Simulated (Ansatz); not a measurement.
Input

```
crystal:
  periodic: [false, false, false]
  atoms:
    - {symbol: N, position_ang: [-0.472540, 0.840242, 1.135444]}
    - {symbol: C, position_ang: [-0.127613, 0.403549, -0.146174]}
    - {symbol: F, position_ang: [-0.110352, 1.417911, -1.084020]}
    - {symbol: O, position_ang: [-0.930651, -0.662771, -0.614135]}
    - {symbol: Si, position_ang: [0.666674, -1.183724, -0.548637]}
    - {symbol: H, position_ang: [-1.419214, 1.207951, 1.149974]}
    - {symbol: H, position_ang: [0.171585, 1.542797, 1.471341]}
    - {symbol: H, position_ang: [1.324524, -1.407965, -1.852194]}
    - {symbol: H, position_ang: [0.985989, -2.204190, 0.471401]}
basis:
  gaussian: {orbitals: def2-TZVPP}
hamiltonian: {xc: pbe0, dispersion: d4}
output: {orbitals: {seedname: orbitals}}
```

Run with:

```sh
ansatz run in.yaml --threads 2 --pin off --events-out ev --progress --plain --max-ram 4352MiB
```

Geometry: PBE0-D4/def2-TZVP.

These are results of RKS PBE0-D4/def2-TZVPP (Ansatz 0.2.0), not measurements.

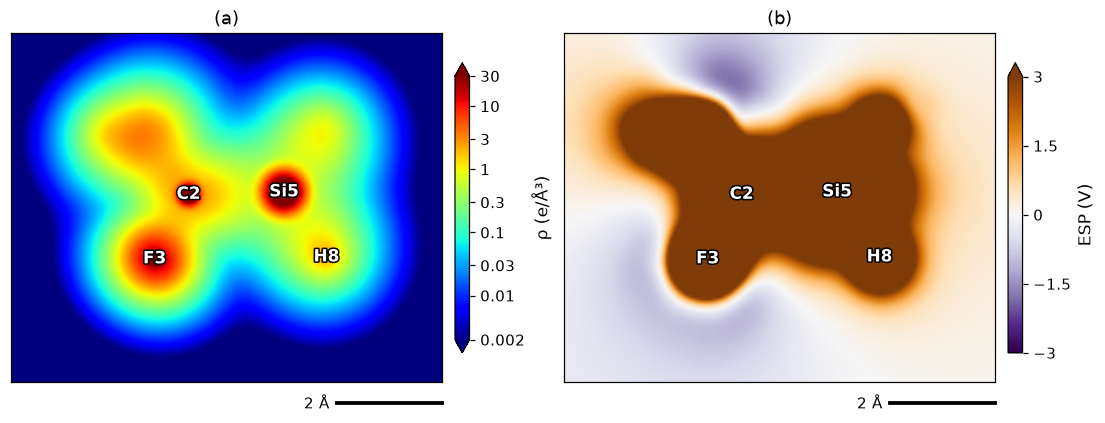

CH4FNOSi (SMILES NC1(F)O[SiH2]1). (a) electron density; (b) molecular electrostatic potential on the plane of atoms F3, C2 and Si5.

### Interpret the plot.

Atoms in the plane: C, F, Si and H. C–F (1.38 Å): ρ at the midpoint is about 2.1 e/Å³, with its minimum of 1.7 e/Å³ about 0.5 Å from C. C–Si (1.82 Å): ρ is about 0.92 e/Å³ halfway. Si–H (1.48 Å): ρ at the midpoint is about 0.85 e/Å³. Outside the dense part of the molecule the potential is most negative (−1.8 V) near N1, which lies off the plane.
